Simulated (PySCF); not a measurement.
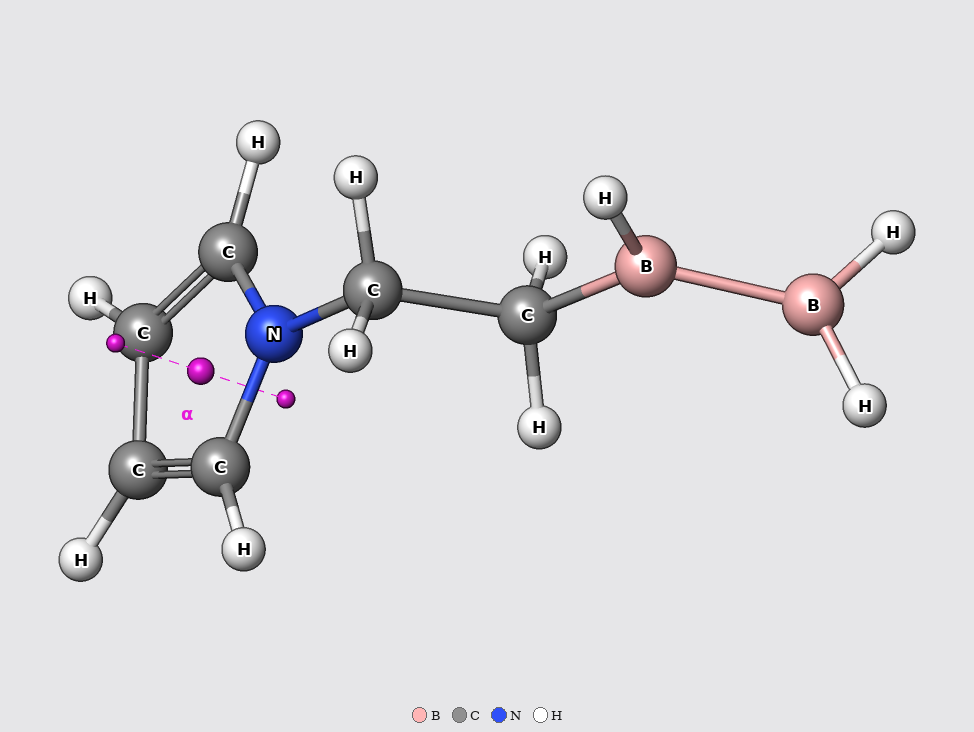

The small points mark where nucleus-independent chemical shifts (NICS) were computed: at the centre of each lettered ring and 1 Å above and below it. Computed geometry: GFN2-xTB optimisation. No frequency run is at hand to confirm it as a minimum. Method: GIAO PBE0/pcSseg-1 NMR shielding, non-relativistic, gas phase (PySCF 2.14.0).

Give NICS(0), NICS(1) and the out-of-plane component NICS(1)zz for each ring (means of the two sides).

```
ring  members  NICS(0)  NICS(1)  NICS(1)zz
   α      C4N    −13.9    −11.0      −29.7
```

Values in ppm.

What do the values say about the ring currents?

Ring α: diatropic, as in an aromatic ring. NICS is one index among several.

The geometry is semi-empirical. Around B such bond lengths and angles can be off by a tenth of an ångström or more and by several degrees, and values that hang on the shape move with them.
